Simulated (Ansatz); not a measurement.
**Molecular dynamics of C₂H₈FNOSi (part 1 of 2)**

- system: C₂H₈FNOSi
- method: UKS PBE/STO-3G (Ansatz 0.2.0)

It belongs to a series of runs on one base structure; here: dynamics from the start.

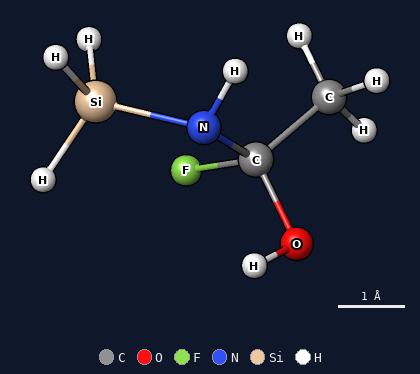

*The structure as given in the input (ball-and-stick view, seen at a tilt).*

### Results in brief

- outcome: finished
- mean temperature over the second half: 1012 K
- trajectory: 133 steps, 66.5 fs
- ensemble: nvt_langevin
- temperature in the input: 1500.0 K
- time step: 0.5 fs
- potential energy (last step): −16116.4895 eV
- mean-field energy (last step): −16116.4895 eV
- largest force (length of the vector) (last step): 4.149 eV/Å
- hardware: 1 thread of Arm Neoverse V2, 24 GiB of memory available, shared host
- wall time: 9.3 min
- peak memory: 0.13 GiB

### Notes

So short a trajectory is not equilibrated. The logged temperature at the start can lie below the typed one, since it is counted over all degrees of freedom. The temperature stays far from the 1500 K of the thermostat over the second half: the run isn't equilibrated.

### Input file
```yaml
crystal:
  periodic: [false, false, false]
  atoms:
    - { symbol: C, position_ang: [0.016052, -1.559112, -1.032757] }
    - { symbol: C, position_ang: [-0.287694, -0.673818, 0.235975] }
    - { symbol: O, position_ang: [-0.598986, -1.571617, 1.33862] }
    - { symbol: F, position_ang: [-1.421521, 0.199498, -0.036147] }
    - { symbol: "N", position_ang: [0.753859, 0.33988, 0.65096] }
    - { symbol: Si, position_ang: [0.057331, 1.958289, 0.215467] }
    - { symbol: H, position_ang: [-0.798773, -2.291999, -1.181423] }
    - { symbol: H, position_ang: [0.964607, -2.108648, -0.88564] }
    - { symbol: H, position_ang: [0.098751, -0.923672, -1.934631] }
    - { symbol: H, position_ang: [-0.325408, -0.959662, 2.132416] }
    - { symbol: H, position_ang: [1.652388, 0.147824, 0.118832] }
    - { symbol: H, position_ang: [-0.356052, 2.182922, -1.168625] }
    - { symbol: H, position_ang: [-0.970153, 2.392087, 1.150997] }
    - { symbol: H, position_ang: [1.2025, 2.838828, 0.424754] }
magnetization:
  spin_polarized: true
basis:
  gaussian: { orbitals: STO-3G }
hamiltonian:
  xc: pbe
md:
  timestep: 0.5
  n_steps: 133
  ensemble: nvt_langevin
  temperature: 1500.0
  initial_velocities: maxwell_boltzmann
  seed: 483601
  friction: 0.005
```

Launched with:
```bash
ansatz run input.yaml --threads 1 --pin off --max-ram 2048MiB --backend cpu --events-out ev --progress --plain --runs-dir out
```

### The program's output
```
Engine: ansatz 0.2.0, aarch64-unknown-linux-gnu
Functional definition: PBE
  parameter kappa = 0.804
  parameter beta = 0.06672455060314922
  exchange = pbe_x(kappa = kappa, mu = beta*pi^2/3)
  correlation = pbe_c(beta = beta)
627 factors; integrals over basis functions are off by at most 1.3e-5 eV
mean field evaluation 1: about -16114.2987 eV, gradient 2.3e1 eV
mean field evaluation 2: about -16109.3347 eV, gradient 3.9e1 eV
mean field evaluation 4: about -16117.5355 eV, gradient 1.9e0 eV
mean field evaluation 8: about -16117.4153 eV, gradient 5.3e-2 eV
mean field evaluation 16: about -16117.4153 eV, gradient 6.7e-6 eV
mean field -16117.41533451 eV, -592.3040887667 hartree, gradient 6.7e-6 eV, S^2 0.000000; 0 other end points of the search recorded, 0 dependent functions left out
the calculation of the forces begins
reference -16117.41535984 eV, -592.3040896975 hartree; 29, 29 occupied and 13, 13 virtual orbitals, 627 factors
md step     0: t =     0.00 fs  T =  1392.9 K  F+E_penalty+E_count = -16117.41533451 eV  E_kin = 2.520570 eV  (27 SCF iters)
these checks for a lower state are left out or cut short: starts, cluster_reference, orbital_swaps, neighbouring_geometries, increment
627 factors; integrals over basis functions are off by at most 1.3e-5 eV
mean field -16117.34722510 eV, -592.3015857919 hartree, gradient 2.5e-5 eV, S^2 0.000000; 0 other end points of the search recorded, 0 dependent functions left out
the calculation of the forces begins
reference -16117.34725046 eV, -592.3015867240 hartree; 29, 29 occupied and 13, 13 virtual orbitals, 627 factors
md step     1: t =     0.50 fs  T =  1378.2 K  F+E_penalty+E_count = -16117.34722510 eV  E_kin = 2.494003 eV  (26 SCF iters)
[... from here on the SCF iterations and repeated set-up lines of each step are left out, up to the last step ...]
md step     2: t =     1.00 fs  T =  1319.8 K  F+E_penalty+E_count = -16117.16410530 eV  E_kin = 2.388389 eV  (27 SCF iters)
md step     3: t =     1.50 fs  T =  1236.8 K  F+E_penalty+E_count = -16116.92484208 eV  E_kin = 2.238160 eV  (26 SCF iters)
md step     4: t =     2.00 fs  T =  1099.9 K  F+E_penalty+E_count = -16116.72291106 eV  E_kin = 1.990384 eV  (27 SCF iters)
md step     5: t =     2.50 fs  T =  1066.2 K  F+E_penalty+E_count = -16116.62438339 eV  E_kin = 1.929395 eV  (26 SCF iters)
md step     6: t =     3.00 fs  T =  1036.8 K  F+E_penalty+E_count = -16116.60319492 eV  E_kin = 1.876255 eV  (28 SCF iters)
md step     7: t =     3.50 fs  T =  1012.9 K  F+E_penalty+E_count = -16116.59830837 eV  E_kin = 1.833037 eV  (28 SCF iters)
md step     8: t =     4.00 fs  T =  1001.6 K  F+E_penalty+E_count = -16116.55993367 eV  E_kin = 1.812563 eV  (27 SCF iters)
md step     9: t =     4.50 fs  T =   919.4 K  F+E_penalty+E_count = -16116.47470848 eV  E_kin = 1.663833 eV  (28 SCF iters)
md step    10: t =     5.00 fs  T =   890.6 K  F+E_penalty+E_count = -16116.34673083 eV  E_kin = 1.611633 eV  (28 SCF iters)
md step    11: t =     5.50 fs  T =   789.3 K  F+E_penalty+E_count = -16116.19196105 eV  E_kin = 1.428282 eV  (27 SCF iters)
md step    12: t =     6.00 fs  T =   729.5 K  F+E_penalty+E_count = -16116.03051230 eV  E_kin = 1.320151 eV  (28 SCF iters)
md step    13: t =     6.50 fs  T =   643.8 K  F+E_penalty+E_count = -16115.88418265 eV  E_kin = 1.165017 eV  (28 SCF iters)
md step    14: t =     7.00 fs  T =   597.9 K  F+E_penalty+E_count = -16115.77834659 eV  E_kin = 1.081943 eV  (29 SCF iters)
md step    15: t =     7.50 fs  T =   574.1 K  F+E_penalty+E_count = -16115.73764186 eV  E_kin = 1.038956 eV  (30 SCF iters)
md step    16: t =     8.00 fs  T =   566.3 K  F+E_penalty+E_count = -16115.77550038 eV  E_kin = 1.024848 eV  (30 SCF iters)
md step    17: t =     8.50 fs  T =   629.9 K  F+E_penalty+E_count = -16115.87557520 eV  E_kin = 1.139958 eV  (30 SCF iters)
md step    18: t =     9.00 fs  T =   710.5 K  F+E_penalty+E_count = -16115.99992639 eV  E_kin = 1.285735 eV  (30 SCF iters)
md step    19: t =     9.50 fs  T =   792.5 K  F+E_penalty+E_count = -16116.10515240 eV  E_kin = 1.434109 eV  (27 SCF iters)
md step    20: t =    10.00 fs  T =   836.4 K  F+E_penalty+E_count = -16116.15814294 eV  E_kin = 1.513505 eV  (30 SCF iters)
md step    21: t =    10.50 fs  T =   801.4 K  F+E_penalty+E_count = -16116.14529759 eV  E_kin = 1.450220 eV  (30 SCF iters)
md step    22: t =    11.00 fs  T =   736.7 K  F+E_penalty+E_count = -16116.10669767 eV  E_kin = 1.333131 eV  (28 SCF iters)
md step    23: t =    11.50 fs  T =   772.1 K  F+E_penalty+E_count = -16116.11950348 eV  E_kin = 1.397227 eV  (28 SCF iters)
md step    24: t =    12.00 fs  T =   835.8 K  F+E_penalty+E_count = -16116.21481283 eV  E_kin = 1.512454 eV  (29 SCF iters)
md step    25: t =    12.50 fs  T =   958.9 K  F+E_penalty+E_count = -16116.37759265 eV  E_kin = 1.735233 eV  (29 SCF iters)
md step    26: t =    13.00 fs  T =  1050.1 K  F+E_penalty+E_count = -16116.54679104 eV  E_kin = 1.900322 eV  (29 SCF iters)
md step    27: t =    13.50 fs  T =  1099.2 K  F+E_penalty+E_count = -16116.66545237 eV  E_kin = 1.989110 eV  (29 SCF iters)
md step    28: t =    14.00 fs  T =  1137.5 K  F+E_penalty+E_count = -16116.70677155 eV  E_kin = 2.058502 eV  (29 SCF iters)
md step    29: t =    14.50 fs  T =  1142.1 K  F+E_penalty+E_count = -16116.66572301 eV  E_kin = 2.066731 eV  (29 SCF iters)
md step    30: t =    15.00 fs  T =  1070.9 K  F+E_penalty+E_count = -16116.56457451 eV  E_kin = 1.937871 eV  (29 SCF iters)
md step    31: t =    15.50 fs  T =  1030.5 K  F+E_penalty+E_count = -16116.43627554 eV  E_kin = 1.864788 eV  (29 SCF iters)
md step    32: t =    16.00 fs  T =   976.2 K  F+E_penalty+E_count = -16116.31009826 eV  E_kin = 1.766597 eV  (29 SCF iters)
md step    33: t =    16.50 fs  T =   966.1 K  F+E_penalty+E_count = -16116.21446790 eV  E_kin = 1.748215 eV  (29 SCF iters)
md step    34: t =    17.00 fs  T =   906.7 K  F+E_penalty+E_count = -16116.16362146 eV  E_kin = 1.640825 eV  (28 SCF iters)
md step    35: t =    17.50 fs  T =   937.7 K  F+E_penalty+E_count = -16116.15596268 eV  E_kin = 1.696934 eV  (28 SCF iters)
md step    36: t =    18.00 fs  T =   892.4 K  F+E_penalty+E_count = -16116.18545100 eV  E_kin = 1.614903 eV  (28 SCF iters)
md step    37: t =    18.50 fs  T =   930.2 K  F+E_penalty+E_count = -16116.22330691 eV  E_kin = 1.683300 eV  (28 SCF iters)
md step    38: t =    19.00 fs  T =   900.4 K  F+E_penalty+E_count = -16116.22332454 eV  E_kin = 1.629441 eV  (28 SCF iters)
md step    39: t =    19.50 fs  T =   856.7 K  F+E_penalty+E_count = -16116.16112175 eV  E_kin = 1.550342 eV  (28 SCF iters)
md step    40: t =    20.00 fs  T =   793.0 K  F+E_penalty+E_count = -16116.03152870 eV  E_kin = 1.435039 eV  (27 SCF iters)
md step    41: t =    20.50 fs  T =   670.9 K  F+E_penalty+E_count = -16115.87066644 eV  E_kin = 1.214029 eV  (27 SCF iters)
md step    42: t =    21.00 fs  T =   618.4 K  F+E_penalty+E_count = -16115.74884483 eV  E_kin = 1.119039 eV  (28 SCF iters)
md step    43: t =    21.50 fs  T =   614.0 K  F+E_penalty+E_count = -16115.71816573 eV  E_kin = 1.111138 eV  (27 SCF iters)
md step    44: t =    22.00 fs  T =   654.6 K  F+E_penalty+E_count = -16115.79114181 eV  E_kin = 1.184584 eV  (28 SCF iters)
md step    45: t =    22.50 fs  T =   731.9 K  F+E_penalty+E_count = -16115.92990847 eV  E_kin = 1.324408 eV  (28 SCF iters)
md step    46: t =    23.00 fs  T =   858.5 K  F+E_penalty+E_count = -16116.09035185 eV  E_kin = 1.553546 eV  (27 SCF iters)
md step    47: t =    23.50 fs  T =   913.6 K  F+E_penalty+E_count = -16116.21981346 eV  E_kin = 1.653300 eV  (28 SCF iters)
md step    48: t =    24.00 fs  T =   963.9 K  F+E_penalty+E_count = -16116.28769285 eV  E_kin = 1.744281 eV  (28 SCF iters)
md step    49: t =    24.50 fs  T =   967.9 K  F+E_penalty+E_count = -16116.30150661 eV  E_kin = 1.751591 eV  (27 SCF iters)
md step    50: t =    25.00 fs  T =  1008.4 K  F+E_penalty+E_count = -16116.28272646 eV  E_kin = 1.824849 eV  (29 SCF iters)
md step    51: t =    25.50 fs  T =   995.2 K  F+E_penalty+E_count = -16116.26206523 eV  E_kin = 1.800876 eV  (28 SCF iters)
md step    52: t =    26.00 fs  T =  1006.4 K  F+E_penalty+E_count = -16116.27119500 eV  E_kin = 1.821295 eV  (28 SCF iters)
md step    53: t =    26.50 fs  T =  1016.3 K  F+E_penalty+E_count = -16116.31539832 eV  E_kin = 1.839140 eV  (28 SCF iters)
md step    54: t =    27.00 fs  T =  1026.8 K  F+E_penalty+E_count = -16116.39098408 eV  E_kin = 1.858050 eV  (28 SCF iters)
md step    55: t =    27.50 fs  T =  1103.1 K  F+E_penalty+E_count = -16116.49704644 eV  E_kin = 1.996147 eV  (27 SCF iters)
md step    56: t =    28.00 fs  T =  1186.5 K  F+E_penalty+E_count = -16116.61224263 eV  E_kin = 2.147225 eV  (27 SCF iters)
md step    57: t =    28.50 fs  T =  1280.8 K  F+E_penalty+E_count = -16116.68216667 eV  E_kin = 2.317733 eV  (27 SCF iters)
md step    58: t =    29.00 fs  T =  1233.3 K  F+E_penalty+E_count = -16116.64248204 eV  E_kin = 2.231755 eV  (27 SCF iters)
md step    59: t =    29.50 fs  T =  1128.3 K  F+E_penalty+E_count = -16116.47242279 eV  E_kin = 2.041788 eV  (26 SCF iters)
md step    60: t =    30.00 fs  T =   995.8 K  F+E_penalty+E_count = -16116.20662541 eV  E_kin = 1.802123 eV  (28 SCF iters)
md step    61: t =    30.50 fs  T =   852.2 K  F+E_penalty+E_count = -16115.92302593 eV  E_kin = 1.542144 eV  (28 SCF iters)
md step    62: t =    31.00 fs  T =   748.7 K  F+E_penalty+E_count = -16115.71256232 eV  E_kin = 1.354849 eV  (28 SCF iters)
md step    63: t =    31.50 fs  T =   707.0 K  F+E_penalty+E_count = -16115.62402940 eV  E_kin = 1.279417 eV  (28 SCF iters)
md step    64: t =    32.00 fs  T =   701.9 K  F+E_penalty+E_count = -16115.61720462 eV  E_kin = 1.270150 eV  (28 SCF iters)
md step    65: t =    32.50 fs  T =   682.0 K  F+E_penalty+E_count = -16115.64139858 eV  E_kin = 1.234149 eV  (28 SCF iters)
md step    66: t =    33.00 fs  T =   688.9 K  F+E_penalty+E_count = -16115.66591803 eV  E_kin = 1.246640 eV  (27 SCF iters)
md step    67: t =    33.50 fs  T =   692.2 K  F+E_penalty+E_count = -16115.66121849 eV  E_kin = 1.252579 eV  (28 SCF iters)
md step    68: t =    34.00 fs  T =   643.7 K  F+E_penalty+E_count = -16115.61877796 eV  E_kin = 1.164911 eV  (28 SCF iters)
md step    69: t =    34.50 fs  T =   591.7 K  F+E_penalty+E_count = -16115.55295332 eV  E_kin = 1.070717 eV  (28 SCF iters)
md step    70: t =    35.00 fs  T =   566.5 K  F+E_penalty+E_count = -16115.48881700 eV  E_kin = 1.025091 eV  (28 SCF iters)
md step    71: t =    35.50 fs  T =   558.1 K  F+E_penalty+E_count = -16115.46180307 eV  E_kin = 1.010041 eV  (28 SCF iters)
md step    72: t =    36.00 fs  T =   584.0 K  F+E_penalty+E_count = -16115.50451637 eV  E_kin = 1.056816 eV  (28 SCF iters)
md step    73: t =    36.50 fs  T =   650.8 K  F+E_penalty+E_count = -16115.62043786 eV  E_kin = 1.177698 eV  (28 SCF iters)
md step    74: t =    37.00 fs  T =   750.0 K  F+E_penalty+E_count = -16115.80412961 eV  E_kin = 1.357192 eV  (28 SCF iters)
md step    75: t =    37.50 fs  T =   913.5 K  F+E_penalty+E_count = -16116.04098014 eV  E_kin = 1.653111 eV  (28 SCF iters)
md step    76: t =    38.00 fs  T =  1032.9 K  F+E_penalty+E_count = -16116.28609013 eV  E_kin = 1.869133 eV  (28 SCF iters)
md step    77: t =    38.50 fs  T =  1165.6 K  F+E_penalty+E_count = -16116.49040316 eV  E_kin = 2.109370 eV  (28 SCF iters)
md step    78: t =    39.00 fs  T =  1223.2 K  F+E_penalty+E_count = -16116.60795667 eV  E_kin = 2.213575 eV  (27 SCF iters)
md step    79: t =    39.50 fs  T =  1224.2 K  F+E_penalty+E_count = -16116.62164919 eV  E_kin = 2.215428 eV  (28 SCF iters)
md step    80: t =    40.00 fs  T =  1222.1 K  F+E_penalty+E_count = -16116.56581905 eV  E_kin = 2.211630 eV  (28 SCF iters)
md step    81: t =    40.50 fs  T =  1184.5 K  F+E_penalty+E_count = -16116.50441881 eV  E_kin = 2.143511 eV  (28 SCF iters)
md step    82: t =    41.00 fs  T =  1120.9 K  F+E_penalty+E_count = -16116.48266357 eV  E_kin = 2.028432 eV  (28 SCF iters)
md step    83: t =    41.50 fs  T =  1130.3 K  F+E_penalty+E_count = -16116.49564966 eV  E_kin = 2.045479 eV  (28 SCF iters)
md step    84: t =    42.00 fs  T =  1121.0 K  F+E_penalty+E_count = -16116.51990439 eV  E_kin = 2.028661 eV  (27 SCF iters)
md step    85: t =    42.50 fs  T =  1181.6 K  F+E_penalty+E_count = -16116.53972275 eV  E_kin = 2.138269 eV  (28 SCF iters)
md step    86: t =    43.00 fs  T =  1180.6 K  F+E_penalty+E_count = -16116.53441089 eV  E_kin = 2.136406 eV  (28 SCF iters)
md step    87: t =    43.50 fs  T =  1176.2 K  F+E_penalty+E_count = -16116.48183040 eV  E_kin = 2.128497 eV  (29 SCF iters)
md step    88: t =    44.00 fs  T =  1138.2 K  F+E_penalty+E_count = -16116.36870071 eV  E_kin = 2.059793 eV  (29 SCF iters)
md step    89: t =    44.50 fs  T =  1092.5 K  F+E_penalty+E_count = -16116.19595499 eV  E_kin = 1.977066 eV  (30 SCF iters)
md step    90: t =    45.00 fs  T =   914.5 K  F+E_penalty+E_count = -16115.98971096 eV  E_kin = 1.654981 eV  (30 SCF iters)
md step    91: t =    45.50 fs  T =   825.6 K  F+E_penalty+E_count = -16115.79595127 eV  E_kin = 1.494094 eV  (30 SCF iters)
md step    92: t =    46.00 fs  T =   730.6 K  F+E_penalty+E_count = -16115.66069764 eV  E_kin = 1.322096 eV  (30 SCF iters)
md step    93: t =    46.50 fs  T =   690.9 K  F+E_penalty+E_count = -16115.61168861 eV  E_kin = 1.250270 eV  (29 SCF iters)
md step    94: t =    47.00 fs  T =   738.2 K  F+E_penalty+E_count = -16115.64636794 eV  E_kin = 1.335903 eV  (28 SCF iters)
md step    95: t =    47.50 fs  T =   817.1 K  F+E_penalty+E_count = -16115.73270366 eV  E_kin = 1.478618 eV  (29 SCF iters)
md step    96: t =    48.00 fs  T =   838.3 K  F+E_penalty+E_count = -16115.82041759 eV  E_kin = 1.516963 eV  (28 SCF iters)
md step    97: t =    48.50 fs  T =   834.1 K  F+E_penalty+E_count = -16115.86512308 eV  E_kin = 1.509462 eV  (28 SCF iters)
md step    98: t =    49.00 fs  T =   861.3 K  F+E_penalty+E_count = -16115.85610041 eV  E_kin = 1.558627 eV  (27 SCF iters)
md step    99: t =    49.50 fs  T =   893.6 K  F+E_penalty+E_count = -16115.82191575 eV  E_kin = 1.617074 eV  (27 SCF iters)
md step   100: t =    50.00 fs  T =   915.3 K  F+E_penalty+E_count = -16115.82667268 eV  E_kin = 1.656317 eV  (29 SCF iters)
md step   101: t =    50.50 fs  T =   982.8 K  F+E_penalty+E_count = -16115.93463212 eV  E_kin = 1.778604 eV  (29 SCF iters)
md step   102: t =    51.00 fs  T =  1073.2 K  F+E_penalty+E_count = -16116.12170564 eV  E_kin = 1.942067 eV  (28 SCF iters)
md step   103: t =    51.50 fs  T =  1181.6 K  F+E_penalty+E_count = -16116.31398159 eV  E_kin = 2.138317 eV  (29 SCF iters)
md step   104: t =    52.00 fs  T =  1246.0 K  F+E_penalty+E_count = -16116.45529883 eV  E_kin = 2.254828 eV  (29 SCF iters)
md step   105: t =    52.50 fs  T =  1310.1 K  F+E_penalty+E_count = -16116.52110226 eV  E_kin = 2.370890 eV  (29 SCF iters)
md step   106: t =    53.00 fs  T =  1287.3 K  F+E_penalty+E_count = -16116.50569665 eV  E_kin = 2.329526 eV  (29 SCF iters)
md step   107: t =    53.50 fs  T =  1195.0 K  F+E_penalty+E_count = -16116.42769657 eV  E_kin = 2.162440 eV  (29 SCF iters)
md step   108: t =    54.00 fs  T =  1097.1 K  F+E_penalty+E_count = -16116.31481652 eV  E_kin = 1.985306 eV  (29 SCF iters)
md step   109: t =    54.50 fs  T =  1060.3 K  F+E_penalty+E_count = -16116.19945647 eV  E_kin = 1.918805 eV  (29 SCF iters)
```
